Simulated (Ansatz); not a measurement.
Si2H3ClO: geometry relaxation

System: Si2H3ClO, SMILES Cl[SiH]1O[SiH2]1.
Method: RKS PBE0-D4/def2-TZVP (Ansatz 0.2.0).

The geometry: PBE-D4/def2-SVP start. Figures and captions count atoms from 1; the log counts them from 0 in places.

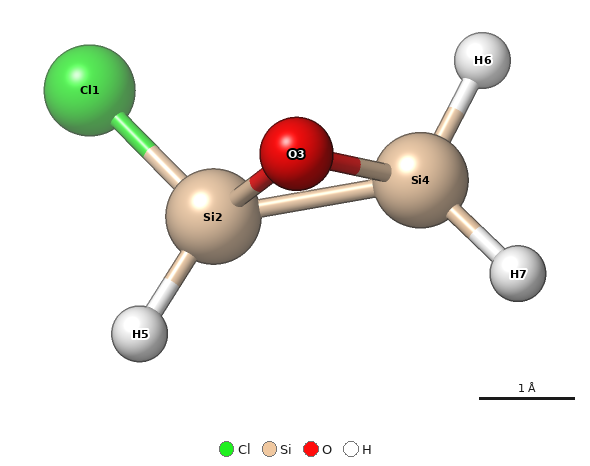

Figure 1. The starting structure (ball-and-stick view, seen at a tilt; atoms are numbered from 1 in the order of the input).

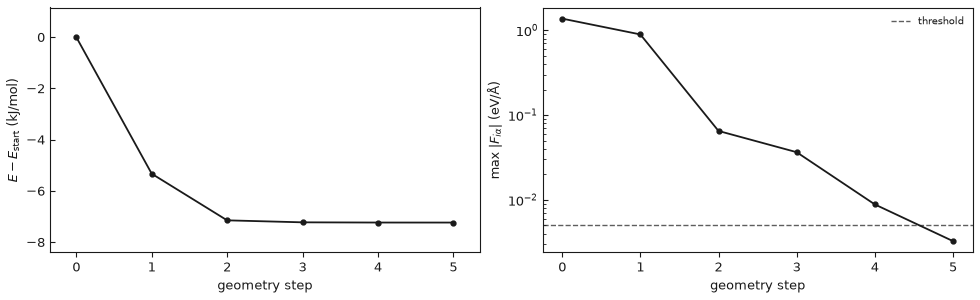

Figure 2. Progress of the relaxation, step by step (the first geometry is step 0 here and step 1 in the log).

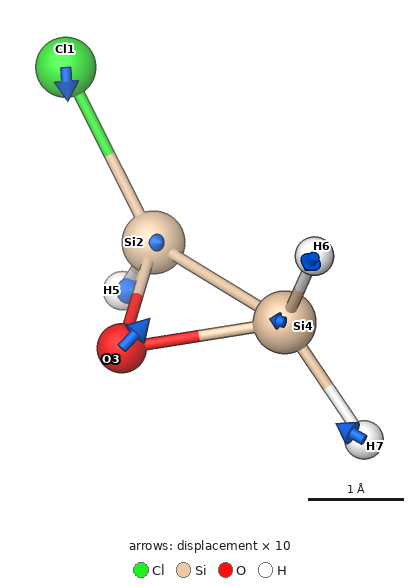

Figure 3. The starting structure with the displacements as blue arrows, magnified 10 times (ball-and-stick view, seen at a tilt). The two geometries are laid on each other by the best rigid fit. The energy falls by 7.24 kJ/mol in 5 geometry steps. The largest force component goes from 1.4 to 0.0033 eV/Å. The atom that moves furthest after the best rigid fit is O3 (0.045 Å). Largest moves by element: O 0.045 Å, H 0.038 Å, Cl 0.037 Å, Si 0.018 Å. Distances before and after: O3–Si4 1.755 → 1.705 Å, Si2–O3 1.718 → 1.676 Å, Si2–Si4 2.220 → 2.187 Å, Cl1–Si2 2.073 → 2.041 Å. (Atoms are counted from 1 in the order of the input.)

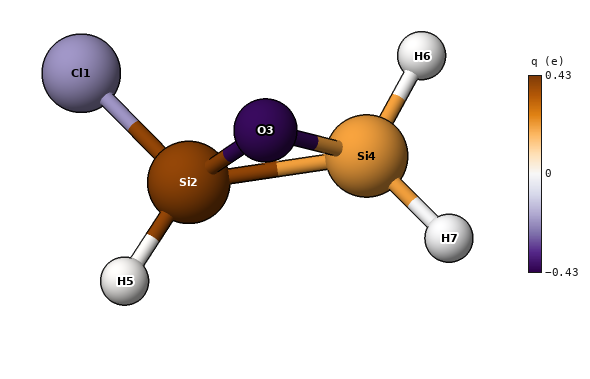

Figure 4. Mulliken charges, as the colour of each atom (ball-and-stick view, seen at a tilt; atoms are numbered from 1 in the order of the input). By element: Cl −0.21, Si +0.21 to +0.40, O −0.41 and H −0.01 to 0.00 e.

The input that produced these results follows, with the program's output.

Input file:
```yaml
crystal:
  periodic: [false, false, false]
  atoms:
    - {symbol: Cl, position_ang: [-2.661166, -0.578511, -0.320435]}
    - {symbol: Si, position_ang: [-0.751576, 0.108971, -0.741549]}
    - {symbol: O, position_ang: [0.499795, -1.023023, -0.418007]}
    - {symbol: Si, position_ang: [0.859546, 0.205652, 0.782816]}
    - {symbol: H, position_ang: [-0.762819, 0.629499, -2.144628]}
    - {symbol: H, position_ang: [0.673793, -0.260183, 2.197502]}
    - {symbol: H, position_ang: [2.203726, 0.849494, 0.598600]}
basis:
  gaussian: {orbitals: def2-TZVP}
hamiltonian: {xc: pbe0, dispersion: d4}
relax: {f_tol: 0.005, max_steps: 150}
```

Command:
```bash
ansatz run in.yaml --threads 2 --pin off --events-out ev --progress --plain --max-ram 4352MiB
```

The program's output:
```
Functional definition: PBE0
  name "PBE0"
  cite "Adamo & Barone, J. Chem. Phys. 110, 6158 (1999) doi:10.1063/1.478522"
  cite "Perdew, Burke & Ernzerhof, Phys. Rev. Lett. 77, 3865 (1996) doi:10.1103/PhysRevLett.77.3865"
  parent pbe
  parameter a = 0.25
  parameter kappa = 0.804
  parameter beta = 0.06672455060314922
  exchange = (1 - a)*pbe_x(kappa = kappa, mu = beta*pi^2/3) + a*exact_x
  correlation = pbe_c(beta = beta)
1087 factors; their error is unknown
mean field evaluation 1: about -30358.9983 eV, gradient 5.6e1 eV
mean field evaluation 2: about -30329.4106 eV, gradient 1.3e2 eV
mean field evaluation 4: about -30364.4057 eV, gradient 3.8e0 eV
mean field evaluation 8: about -30364.4337 eV, gradient 4.6e-2 eV
mean field evaluation 16: about -30364.5412 eV, gradient 5.7e-5 eV
mean field -30364.54118616 eV, -1115.8763067663 hartree, gradient 5.7e-5 eV, S^2 0.000000; 0 other end points of the search recorded, 0 dependent functions left out
the calculation of the forces begins
reference -30364.54121874 eV, -1115.8763079633 hartree; 28, 28 occupied and 132, 132 virtual orbitals, 1087 factors
relax step   1: F+E_penalty+E_count = -30364.69612919 eV  Δ(F+E_penalty+E_count) = +0.000e0 eV  max|allowed force component| = 1.375e0 eV/Å  Δτ_max = 0.0000 Å  (26 SCF iters, accepted)
these checks for a lower state are left out or cut short: starts, cluster_reference, orbital_swaps, neighbouring_geometries, increment
1087 factors; their error is unknown
mean field -30364.59545234 eV, -1115.8783010115 hartree, gradient 9.1e-6 eV, S^2 0.000000; 0 other end points of the search recorded, 0 dependent functions left out
the calculation of the forces begins
reference -30364.59548471 eV, -1115.8783022012 hartree; 28, 28 occupied and 132, 132 virtual orbitals, 1087 factors
relax step   2: F+E_penalty+E_count = -30364.75136711 eV  Δ(F+E_penalty+E_count) = -5.524e-2 eV  max|allowed force component| = 8.951e-1 eV/Å  Δτ_max = 0.0353 Å  (31 SCF iters, accepted)
these checks for a lower state are left out or cut short: starts, cluster_reference, orbital_swaps, neighbouring_geometries, increment
1087 factors; their error is unknown
mean field -30364.61387338 eV, -1115.8789779722 hartree, gradient 9.3e-6 eV, S^2 0.000000; 0 other end points of the search recorded, 0 dependent functions left out
the calculation of the forces begins
reference -30364.61390573 eV, -1115.8789791609 hartree; 28, 28 occupied and 132, 132 virtual orbitals, 1087 factors
relax step   3: F+E_penalty+E_count = -30364.77021889 eV  Δ(F+E_penalty+E_count) = -1.885e-2 eV  max|allowed force component| = 6.512e-2 eV/Å  Δτ_max = 0.0265 Å  (30 SCF iters, accepted)
these checks for a lower state are left out or cut short: starts, cluster_reference, orbital_swaps, neighbouring_geometries, increment
1087 factors; their error is unknown
mean field evaluation 32: about -30364.5060 eV, gradient 7.2e-1 eV
mean field -30364.61481247 eV, -1115.8790124833 hartree, gradient 9.4e-6 eV, S^2 0.000000; 0 other end points of the search recorded, 0 dependent functions left out
the calculation of the forces begins
reference -30364.61484478 eV, -1115.8790136705 hartree; 28, 28 occupied and 132, 132 virtual orbitals, 1087 factors
relax step   4: F+E_penalty+E_count = -30364.77102557 eV  Δ(F+E_penalty+E_count) = -8.067e-4 eV  max|allowed force component| = 3.658e-2 eV/Å  Δτ_max = 0.0139 Å  (30 SCF iters, accepted)
these checks for a lower state are left out or cut short: starts, cluster_reference, orbital_swaps, neighbouring_geometries, increment
1087 factors; their error is unknown
mean field -30364.61490236 eV, -1115.8790157864 hartree, gradient 1.1e-5 eV, S^2 0.000000; 0 other end points of the search recorded, 0 dependent functions left out
the calculation of the forces begins
reference -30364.61493468 eV, -1115.8790169741 hartree; 28, 28 occupied and 132, 132 virtual orbitals, 1087 factors
relax step   5: F+E_penalty+E_count = -30364.77111023 eV  Δ(F+E_penalty+E_count) = -8.466e-5 eV  max|allowed force component| = 8.859e-3 eV/Å  Δτ_max = 0.0030 Å  (23 SCF iters, accepted)
these checks for a lower state are left out or cut short: starts, cluster_reference, orbital_swaps, neighbouring_geometries, increment
1087 factors; their error is unknown
mean field -30364.61491325 eV, -1115.8790161869 hartree, gradient 5.6e-5 eV, S^2 0.000000; 0 other end points of the search recorded, 0 dependent functions left out
the calculation of the forces begins
reference -30364.61494558 eV, -1115.8790173747 hartree; 28, 28 occupied and 132, 132 virtual orbitals, 1087 factors
relax step   6: F+E_penalty+E_count = -30364.77111818 eV  Δ(F+E_penalty+E_count) = -7.954e-6 eV  max|allowed force component| = 3.272e-3 eV/Å  Δτ_max = 0.0007 Å  (19 SCF iters, accepted)
1087 factors; their error is unknown
mean field evaluation 64: about -30364.6149 eV, gradient 1.5e-3 eV
mean field -30364.61491325 eV, -1115.8790161869 hartree, gradient 5.6e-5 eV, S^2 0.000000; 1 other end points of the search recorded, 0 dependent functions left out
the calculation of the forces begins
reference -30364.61494558 eV, -1115.8790173747 hartree; 28, 28 occupied and 132, 132 virtual orbitals, 1087 factors
Total energy: -30364.77115050 eV, -1115.8847577998 hartree
Atom 0 at    -2.627520    -0.578238    -0.336689 Å, force     0.000662    -0.000268    -0.001323 eV/Å
Atom 1 at    -0.744161     0.106826    -0.725265 Å, force    -0.002857     0.002370     0.002367 eV/Å
Atom 2 at     0.477747    -0.991129    -0.394919 Å, force     0.001827     0.000150     0.000524 eV/Å
Atom 3 at     0.849084     0.196997     0.770367 Å, force    -0.001528    -0.003272    -0.000967 eV/Å
Atom 4 at    -0.748024     0.620427    -2.110615 Å, force     0.001102    -0.000341    -0.000140 eV/Å
Atom 5 at     0.679476    -0.257419     2.170977 Å, force     0.000950     0.001297     0.000434 eV/Å
Atom 6 at     2.174697     0.834434     0.580443 Å, force    -0.000156     0.000063    -0.000895 eV/Å
Dipole moment:     0.153438     0.297093     0.078965 e Å
```

Trajectory as extended XYZ (Å, eV, eV/Å), 6 frames, from step=1 to step=6:
```
7
Properties=species:S:1:pos:R:3:forces:R:3 step=1 energy=-30364.69613
Cl   -2.6612   -0.5785   -0.3204    0.5256   0.1890  -0.1334
Si   -0.7516    0.1090   -0.7415    0.5393  -0.7266   0.2636
O     0.4998   -1.0230   -0.4180   -0.5697   1.3750   0.4918
Si    0.8595    0.2057    0.7828   -0.2109  -0.6938  -0.6685
H    -0.7628    0.6295   -2.1446   -0.0165  -0.1219   0.3271
H     0.6738   -0.2602    2.1975    0.0415   0.1104  -0.3175
H     2.2037    0.8495    0.5986   -0.3093  -0.1321   0.0370
7
Properties=species:S:1:pos:R:3:forces:R:3 step=2 energy=-30364.75137
Cl   -2.6276   -0.5697   -0.3270    0.0307   0.0161  -0.0046
Si   -0.7433    0.1089   -0.7310    0.4426  -0.4364   0.0917
O     0.4906   -1.0158   -0.4094   -0.3206   0.8951   0.3354
Si    0.8527    0.1998    0.7759   -0.1252  -0.4571  -0.4473
H    -0.7609    0.6223   -2.1208    0.0232  -0.0123   0.0813
H     0.6702   -0.2581    2.1779    0.0186   0.0311  -0.0722
H     2.1796    0.8445    0.5888   -0.0692  -0.0363   0.0157
7
Properties=species:S:1:pos:R:3:forces:R:3 step=3 energy=-30364.77022
Cl   -2.6255   -0.5758   -0.3244   -0.0105  -0.0182  -0.0272
Si   -0.7431    0.0990   -0.7284    0.0175   0.0651   0.0314
O     0.4826   -0.9936   -0.3974   -0.0208  -0.0430  -0.0361
Si    0.8466    0.1971    0.7664    0.0054   0.0217   0.0328
H    -0.7412    0.6260   -2.1077   -0.0250  -0.0268  -0.0251
H     0.6711   -0.2561    2.1652    0.0079  -0.0090   0.0280
H     2.1708    0.8353    0.5806    0.0255   0.0102  -0.0038
7
Properties=species:S:1:pos:R:3:forces:R:3 step=4 energy=-30364.77103
Cl   -2.6267   -0.5774   -0.3382   -0.0085  -0.0024   0.0097
Si   -0.7432    0.1077   -0.7242   -0.0366   0.0063  -0.0328
O     0.4773   -0.9905   -0.3954    0.0251  -0.0008   0.0176
Si    0.8495    0.1978    0.7703    0.0084  -0.0170   0.0083
H    -0.7508    0.6181   -2.1107    0.0107   0.0093   0.0012
H     0.6795   -0.2581    2.1704    0.0002   0.0033   0.0005
H     2.1757    0.8344    0.5821    0.0006   0.0013  -0.0045
7
Properties=species:S:1:pos:R:3:forces:R:3 step=5 energy=-30364.77111
Cl   -2.6273   -0.5778   -0.3362    0.0018  -0.0003  -0.0011
Si   -0.7438    0.1067   -0.7254   -0.0089   0.0036  -0.0006
O     0.4780   -0.9912   -0.3952    0.0049   0.0028   0.0041
Si    0.8492    0.1973    0.7703   -0.0015  -0.0084  -0.0013
H    -0.7486    0.6201   -2.1109    0.0024  -0.0001   0.0003
H     0.6790   -0.2577    2.1706    0.0013   0.0022   0.0004
H     2.1749    0.8346    0.5811   -0.0001   0.0001  -0.0018
7
Properties=species:S:1:pos:R:3:forces:R:3 step=6 energy=-30364.77112
Cl   -2.6275   -0.5782   -0.3367    0.0007  -0.0003  -0.0013
Si   -0.7442    0.1068   -0.7253   -0.0029   0.0024   0.0024
O     0.4777   -0.9911   -0.3949    0.0018   0.0001   0.0005
Si    0.8491    0.1970    0.7704   -0.0015  -0.0033  -0.0010
H    -0.7480    0.6204   -2.1106    0.0011  -0.0003  -0.0001
H     0.6795   -0.2574    2.1710    0.0009   0.0013   0.0004
H     2.1747    0.8344    0.5804   -0.0002   0.0001  -0.0009
```

Summary:

- outcome: converged
- total energy: −30364.7712 eV
- mean-field energy: −30364.6149 eV
- dispersion energy: −0.1562 eV
- SCF solution under orbital rotations: stable
- largest force (length of the vector) at the end: 0.004 eV/Å
- dipole moment: 1.65 D
- hardware: 2 threads of Arm Neoverse V1, 23 GiB of memory available, shared host
- wall time: 25 s (CPU time 46 s)
- peak memory: 0.37 GiB
